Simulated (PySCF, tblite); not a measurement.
# C₇H₆BF₂ radical: geometry, infrared bands and EPR parameters

Wanted: the infrared bands and EPR parameters of C₇H₆BF₂ radical (`[CH2]c1ccc(B(F)F)cc1`), by calculation.

The runs use tblite 0.8.0 and PySCF 2.14.0, with density-fitted response routines of our own; the level of theory stands in each step. All values are computed, except where a source is named. Atoms are numbered from 0 throughout.

## (1) The starting structure

16 atoms, charge 0, multiplicity 2; geometry from: force field or distance geometry start.

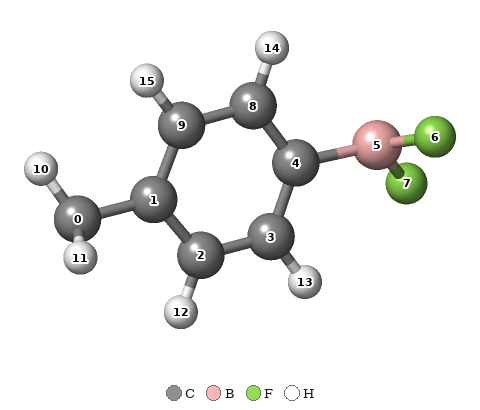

As it starts; carbon grey, boron pink, fluorine green, hydrogen white, atoms numbered; sticks join atoms by distance.

## (2) Relaxing the molecule with GFN2-xTB

Job settings and geometry (Å):

```
{"job": {"kind": "relax", "xc": "GFN2-xTB", "basis": "xTB"}, "charge": 0, "multiplicity": 2}
C     -2.913000    -0.113200    -0.119400
C     -1.434400    -0.040500    -0.107000
C     -0.648000    -1.199400    -0.258800
C      0.717200    -1.121400    -0.250200
C      1.309200     0.099300    -0.047100
B      2.883000     0.121000    -0.041900
F      3.449900     0.245800     1.304600
F      3.667100    -0.769800    -0.896900
C      0.606400     1.269100     0.115000
C     -0.783300     1.178000     0.093800
H     -3.388100     0.870500    -0.281300
H     -3.321300    -0.670500     0.756300
H     -1.129700    -2.135900    -0.395400
H      1.273600    -2.050200    -0.376700
H      1.066100     2.227500     0.260000
H     -1.362300     2.098600     0.233500
```

Started as:

```sh
> OMP_NUM_THREADS=1 python probes_run.py task.json out
```

This one command runs all jobs of the session in turn.

Log:

```text
step      E/eV     max force
  0    -781.08140    4.248
  1    -781.82865    2.490
  2    -782.09731    2.946
  3    -782.24106    0.874
  4    -782.32557    0.769
  5    -782.41460    1.031
  6    -782.44800    0.774
  7    -782.49769    0.499
  8    -782.53219    0.627
  9    -782.57425    0.592
 10    -782.60952    0.473
 11    -782.65309    0.443
 12    -782.70194    0.635
 13    -782.74213    0.815
 14    -782.78047    0.417
 15    -782.80136    0.352
 16    -782.81991    0.348
 17    -782.83197    0.327
 18    -782.84125    0.238
 19    -782.84890    0.276
 20    -782.85608    0.225
 21    -782.86331    0.225
 22    -782.86969    0.198
 23    -782.87649    0.259
 24    -782.88344    0.329
 25    -782.89156    0.266
 26    -782.89834    0.207
 27    -782.90475    0.247
 28    -782.91184    0.290
 29    -782.92006    0.314
 30    -782.92781    0.228
 31    -782.93418    0.250
 32    -782.93979    0.307
 33    -782.94810    0.383
 34    -782.96100    0.370
 35    -782.97681    0.284
 36    -782.98440    0.305
 37    -782.98687    0.318
 38    -782.99416    0.305
 39    -782.99794    0.228
 40    -783.00474    0.184
 41    -783.00983    0.162
 42    -783.01438    0.186
 43    -783.01760    0.166
 44    -783.01984    0.131
 45    -783.02195    0.144
 46    -783.02385    0.125
 47    -783.02517    0.077
 48    -783.02616    0.066
 49    -783.02737    0.081
 50    -783.02835    0.073
 51    -783.02921    0.068
 52    -783.02986    0.055
 53    -783.03036    0.045
 54    -783.03068    0.039
 55    -783.03088    0.031
 56    -783.03104    0.031
 57    -783.03116    0.029
 58    -783.03125    0.024
 59    -783.03131    0.019
 60    -783.03137    0.018
 61    -783.03142    0.017
 62    -783.03145    0.013
 63    -783.03147    0.011
 64    -783.03150    0.014
 65    -783.03153    0.019
 66    -783.03158    0.021
 67    -783.03163    0.017
 68    -783.03168    0.015
 69    -783.03171    0.014
 70    -783.03174    0.013
 71    -783.03176    0.011
 72    -783.03177    0.007
```

Run time: 0.5 s. Hardware: 1 thread of Arm Neoverse V1, shared host.

Relaxation path: (not every step is listed)

```tsv
step	energy from step 0 (eV)	largest force (eV/Å)
0	0.0000	4.2485
1	-0.7473	2.4898
2	-1.0159	2.9461
3	-1.1597	0.8737
4	-1.2442	0.7690
5	-1.3332	1.0312
6	-1.3666	0.7739
7	-1.4163	0.4988
8	-1.4508	0.6271
13	-1.6607	0.8146
18	-1.7598	0.2376
23	-1.7951	0.2585
28	-1.8304	0.2897
33	-1.8667	0.3827
38	-1.9128	0.3051
43	-1.9362	0.1656
48	-1.9448	0.0656
53	-1.9490	0.0447
58	-1.9498	0.0244
63	-1.9501	0.0112
67	-1.9502	0.0171
68	-1.9503	0.0154
69	-1.9503	0.0139
70	-1.9503	0.0127
71	-1.9504	0.0112
72	-1.9504	0.0072
```

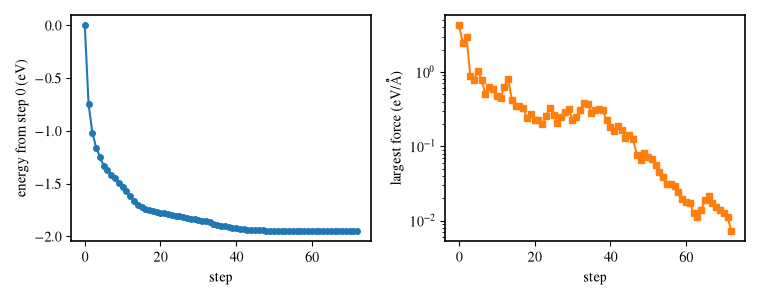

Energy and largest force along the relaxation.

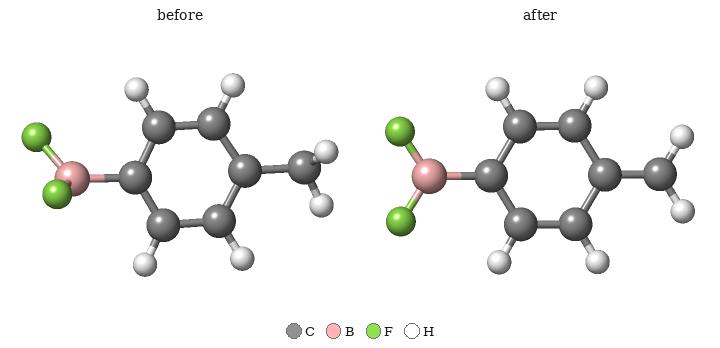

Before and after, at one scale.

Distances of close pairs at the start and the end, largest changes first:

```tsv
bond	before (Å)	after (Å)	change (Å)
B5–F6	1.466	1.325	-0.141
B5–F7	1.463	1.325	-0.138
C0–C1	1.480	1.374	-0.107
C0–H11	1.115	1.075	-0.040
C3–C4	1.372	1.411	+0.040
C4–C8	1.374	1.411	+0.037
C4–B5	1.574	1.542	-0.032
C1–C9	1.396	1.427	+0.031
```

The final coordinates are the input of the step that follows.

## (3) Infrared spectrum with GFN2-xTB

Job settings and geometry (Å):

```
{"job": {"kind": "ir", "xc": "GFN2-xTB", "basis": "xTB"}, "charge": 0, "multiplicity": 2}
C     -2.852137    -0.002891    -0.016178
C     -1.478460    -0.000029    -0.011947
C     -0.730124    -1.192727    -0.245666
C      0.635254    -1.182626    -0.234986
C      1.364021     0.001746     0.005940
B      2.905843     0.002457     0.022616
F      3.626736     1.091709     0.245022
F      3.632823    -1.086001    -0.182947
C      0.630597     1.185634     0.234729
C     -0.734808     1.194345     0.227917
H     -3.413416     0.896910     0.161333
H     -3.408015    -0.905650    -0.196256
H     -1.271345    -2.108731    -0.431785
H      1.186424    -2.094525    -0.412952
H      1.177720     2.098829     0.418421
H     -1.278712     2.110494     0.405327
```

Log:

```text
mode    cm-1     km/mol
  1      65.3      0.01
  2      77.0      0.41
  3     116.1      0.64
  4     210.7      3.51
  5     290.0      5.56
  6     333.6      0.94
  7     343.3      0.02
  8     416.3      0.26
  9     422.5      3.43
 10     487.6     16.77
 11     530.7      0.00
 12     540.9     95.82
 13     597.7      0.00
 14     663.3      0.14
 15     680.7     12.03
 16     785.9     12.78
 17     807.6     26.81
 18     838.2      0.11
 19     849.3      1.70
 20     920.0      0.02
 21     925.4      0.00
 22     949.1      0.05
 23     979.9      8.07
 24    1083.9     71.37
 25    1137.3      3.38
 26    1190.5     36.62
 27    1244.5    326.91
 28    1270.4      0.73
 29    1290.8    634.72
 30    1326.5      1.66
 31    1339.0    180.27
 32    1426.8      7.33
 33    1428.2     67.13
 34    1477.5      7.64
 35    1494.3      5.59
 36    1570.4     45.04
 37    3077.2      2.09
 38    3078.2     15.30
 39    3089.3     67.24
 40    3089.9      0.07
 41    3116.1      2.30
 42    3152.6     21.80
```

Run time: 0.55 s. Hardware: 1 thread of Arm Neoverse V1, shared host.

Which atoms move in the most intense modes:

```tsv
cm⁻¹	km/mol	atoms
541	95.8	B5 52 %, C4 11 %, C1 11 %
1084	71.4	C4 27 %, B5 15 %
1244	326.9	B5 72 %, F6 13 %, F7 13 %
1291	634.7	B5 42 %, C4 12 %
1339	180.3	C1 22 %, H11 17 %, H10 17 %, C4 12 %
1428	67.1	H11 20 %, H10 20 %
1570	45.0	C8 25 %, C3 25 %, C2 18 %, C9 18 %
3089	67.2	H13 31 %, H14 28 %, H12 17 %, H15 15 %
```

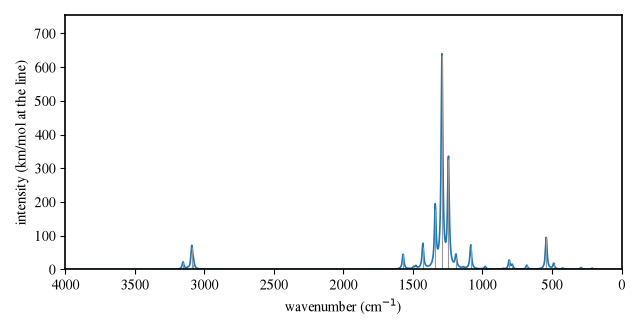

The infrared spectrum from these modes, unscaled. Lines are broadened to a width of 14 cm⁻¹ (Lorentzian).

## (4) g tensor and hyperfine couplings: B3LYP/pcH-1

Settings changed since step 3:

```diff
@@ -1,2 +1,2 @@
-{"job": {"kind": "ir", "xc": "GFN2-xTB", "basis": "xTB"}, "charge": 0, "multiplicity": 2}
+{"job": {"kind": "epr", "basis": "pcH-1"}, "charge": 0, "multiplicity": 2}
 C     -2.852137    -0.002891    -0.016178
```

Method: UKS B3LYP, pcH-1 on B C F H, non-relativistic, mean-field spin-orbit, GIAO.

Log:

```text
UKS, coarse grid
  cycle   1  E = -494.92908683  |g| = 5.15e-01
  cycle   2  E = -494.86357981  |g| = 7.32e-01
  cycle   3  E = -495.02315178  |g| = 5.80e-02
  cycle   4  E = -495.02444620  |g| = 3.42e-02
  cycle   5  E = -495.02503474  |g| = 1.41e-02
  cycle   6  E = -495.02516160  |g| = 6.74e-03
  cycle   7  E = -495.02521548  |g| = 2.97e-03
  cycle   8  E = -495.02522944  |g| = 1.21e-03
  cycle   9  E = -495.02523053  |g| = 5.11e-04
UKS, final grid
  cycle   1  E = -495.02496407  |g| = 6.13e-04
  cycle   2  E = -495.02496393  |g| = 9.09e-04
  cycle   3  E = -495.02496434  |g| = 1.00e-04
  cycle   4  E = -495.02496436  |g| = 8.55e-05
  cycle   5  E = -495.02496438  |g| = 4.18e-05
  cycle   6  E = -495.02496438  |g| = 1.41e-05
E = -495.02496438 Eh   <S^2> = 0.7810 (exact 0.7500)
g shifts (ppm)      1          2          3
  rmc          -143       -143       -143
  gc             -1         28         36
  oz_so          -8        598        892
  total        -152        482        785
hyperfine (MHz)  atom isotope    a_iso     a_fc   dipolar eigenvalues
    0   13C      56.35      56.35    -54.93    -53.84    108.77
    1   13C     -40.25     -40.25    -21.12      8.39     12.73
    2   13C      22.97      22.97    -18.43    -18.10     36.53
    3   13C     -20.74     -20.74    -15.39      6.64      8.76
    4   13C      20.11      20.11    -21.49    -20.15     41.64
    5   11B      -9.38      -9.38     -3.55     -0.98      4.53
    6   19F       6.36       6.36    -17.94    -16.57     34.51
    7   19F       6.36       6.36    -17.93    -16.56     34.50
    8   13C     -20.74     -20.74    -15.40      6.64      8.76
    9   13C      22.97      22.97    -18.43    -18.11     36.53
   10    1H     -43.31     -43.31    -25.34     -1.04     26.38
   11    1H     -43.31     -43.31    -25.33     -1.05     26.38
   12    1H     -15.40     -15.40     -5.93     -2.17      8.10
   13    1H       6.39       6.39     -2.41     -1.31      3.71
   14    1H       6.39       6.39     -2.41     -1.31      3.71
   15    1H     -15.40     -15.40     -5.95     -2.16      8.11
```

Run time: 2 min. Hardware: 1 thread of Arm Neoverse V1, shared host; peak memory 1.1 GiB.

Principal g values 2.00217, 2.00280, 2.00310; g(iso) = 2.00269, against 2.00232 for a free electron.

Mean a(iso) over the nuclei that a row names, and the largest dipolar term of the row (other rows stand at the frozen geometry):

```tsv
nuclei	isotope	a(iso) (MHz)	a(iso) (G, at g = 2.0023)	largest dipolar term (MHz)
C0	13C	56.3	20.1	108.8
H10, H11	1H	-43.3	-15.5	26.4
C1	13C	-40.2	-14.4	-21.1
C2, C9	13C	23.0	8.2	36.5
C3, C8	13C	-20.7	-7.4	-15.4
C4	13C	20.1	7.2	41.6
H12, H15	1H	-15.4	-5.5	8.1
B5	11B	-9.4	-3.3	4.5
H13, H14	1H	6.4	2.3	3.7
F6, F7	19F	6.4	2.3	34.5
```

Mulliken spin populations:

C0 0.72; C1 -0.20; C2 0.24; C3 -0.13; C4 0.29; B5 0.03; F6 0.01; F7 0.01; C8 -0.13; C9 0.24; H10 -0.03; H11 -0.03; H12 -0.01; H13 0.00; H14 0.00; H15 -0.01

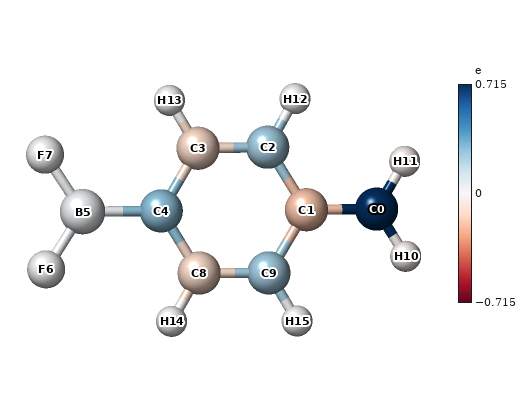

Mulliken spin populations, as colours on the atoms.

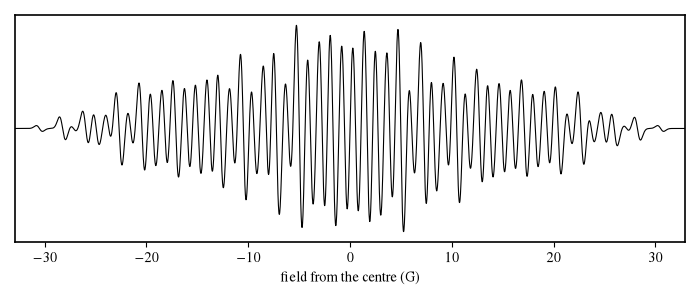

First-order isotropic spectrum (first derivative, main isotopes with spin only, couplings over 0.8 MHz, Gaussian width 0.3 G; couplings of the frozen geometry, rotation of groups not averaged beyond the rows shown).

The fields below are evaluated on a grid from the run's orbitals.

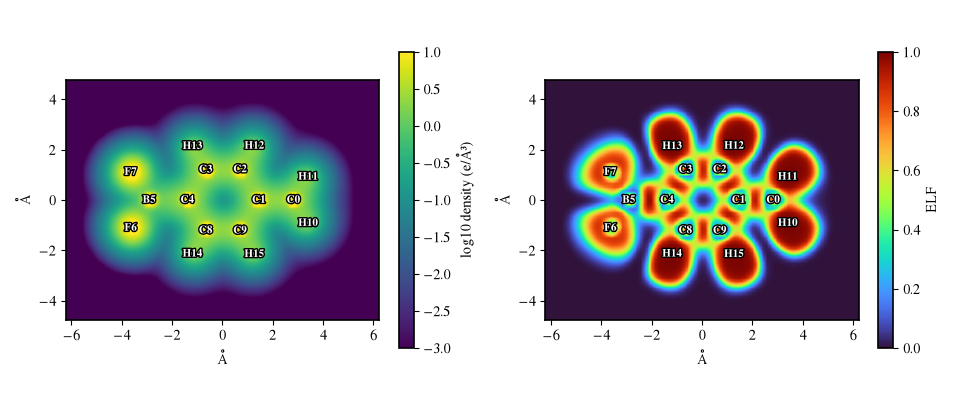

Density (left) and ELF (right) in a plane through or near 16 of the atoms.

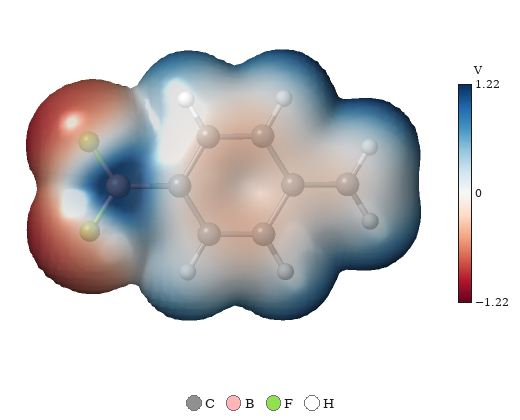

Electrostatic potential on the surface of density 0.002 e/bohr³; red is low, blue high. It runs from -0.90 V near F6 to 1.22 V near B5.

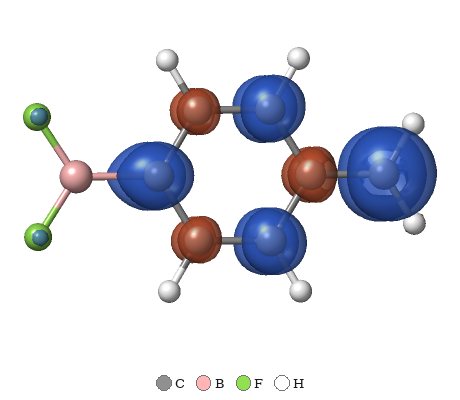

Spin density at ±0.03 e/Å³ (alpha excess blue, beta excess red).

## (5) Summary of results

```
                                                                  quantity                  value
                                 strongest single infrared mode (GFN2-xTB)  1291 cm⁻¹, 635 km/mol
                                              zero-point energy (GFN2-xTB)          69.6 kcal/mol
                                                            g(iso) (B3LYP)                2.00269
                                                                      ⟨S²⟩     0.781 (exact 0.75)
                                        largest a(iso) (averaged by class)    13C on C0, 56.3 MHz
potential on the surface of density 0.002 e/bohr³, 1st and 99th percentile     -0.90 V and 1.22 V
```

What this shows: Relaxing lowered the energy by 1.950 eV in 72 steps; the close pair that moved most is B5–F6, from 1.466 to 1.325 Å. No mode is imaginary among the 42: a minimum at this level. The strongest single mode, at 1291 cm⁻¹, is spread over many atoms; the largest shares are those of B5, C4. GFN2-xTB is a fitted tight-binding method: band positions and strengths are rough. Its intensities can rank the bands wrongly. C0 carries the largest spin population, 0.72 e. The isotropic g lies 0.4 ppt above the free-electron value. The conformer search found further structures of the same energy, which may be mirror or relabelled copies of this one.
